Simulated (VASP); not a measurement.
Band structure of MgS (relaxed from the wurtzite structure, space group P6_3mc). Computed with r2SCAN meta-GGA, VASP's PBE PAW potentials (set 64) (plane waves; VASP 6.6.1).

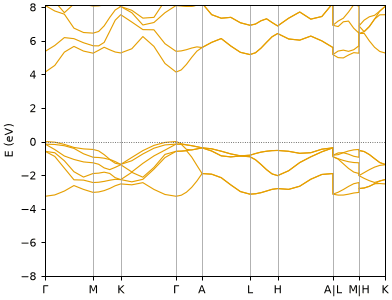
*Bands along high-symmetry lines, zero at the valence-band maximum or, without a gap, the Fermi level*

Task: Read the plot: is there a gap, and where are the band edges?

Result: The gap is direct, 4.13 eV, from the valence maximum at Γ to the conduction minimum at Γ.

The structure was generated: MgS was put into the wurtzite type (P6_3mc), which need not be its known phase. It was relaxed first.
